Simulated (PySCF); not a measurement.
SMILES C[NH][Ga]([CH3])[CH3] (C3H10GaN) at its GFN2-xTB optimised geometry (Å):

```
15

Ga    -0.6969    -0.1164     0.0000
C     -1.5619     1.7251     0.0000
H     -2.1847     1.8600    -0.8877
H     -0.8068     2.5140     0.0147
H     -2.2080     1.8490     0.8726
C     -1.6178    -1.9326     0.0007
H     -1.3341    -2.5140    -0.8803
H     -2.7043    -1.8176    -0.0022
H     -1.3384    -2.5104     0.8854
N      1.1420    -0.1164     0.0000
C      2.0597    -1.2495    -0.0027
H      1.6606     0.7561     0.0018
H      2.7023    -1.2535     0.8855
H      2.7043    -1.2475    -0.8895
H      1.4764    -2.1722    -0.0065
```

Level of theory: PBE0/def2-TZVP run with PySCF 2.14.0.

Map of the electron localisation function on the plane z = 0.6 Å:

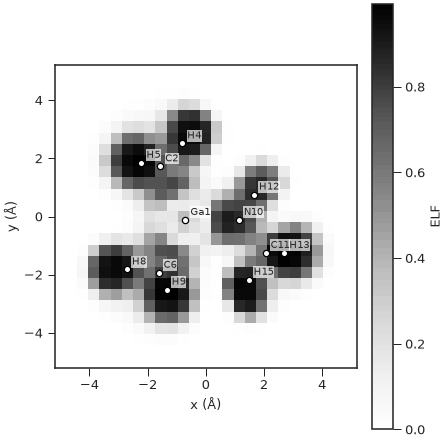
Electron localisation function on the plane z = 0.6 Å.
